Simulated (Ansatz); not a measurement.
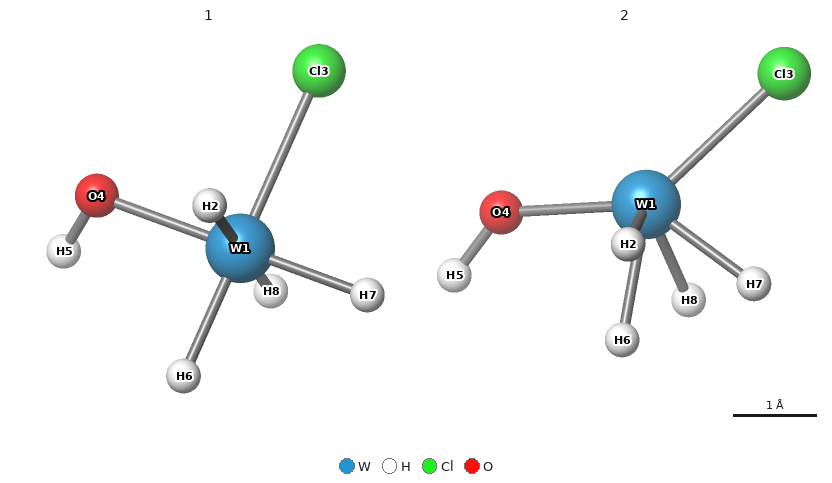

Two geometries of WH₅OCl, drawn at one scale. One is the start of a relaxation, the other its converged end. A ball-and-stick model, seen at a tilt.

Level of theory: RKS PBE/def2-SVP (Ansatz). Set-up: no spin polarisation; force threshold 0.02 eV/Å; at most 40 steps.

Q: Which geometry has the lower energy?

A: Structure 2 is the relaxed one. The run prepares the start of a later molecular dynamics calculation, from a guessed geometry. The energy falls by 99.1 kcal/mol in 13 accepted moves (15 points after the start). The largest force component goes from 6.8 to 0.016 eV/Å. The line search rejected the trial steps at points 7, 10 of the run. The atom that moves furthest after the best rigid fit is Cl3 (0.60 Å). Largest moves by element: Cl 0.60 Å, W 0.55 Å, H 0.54 Å, O 0.32 Å. Some distances before and after: W1–Cl3 2.390 → 2.310 Å, W1–O4 1.940 → 1.888 Å, W1–H8 1.720 → 1.673 Å, O4–H5 1.010 → 0.976 Å. Bond angles that change, for instance: H2–W1–H8 180.0° → 118.0°, Cl3–W1–O4 90.0° → 131.2°, O4–W1–H7 180.0° → 142.5°.
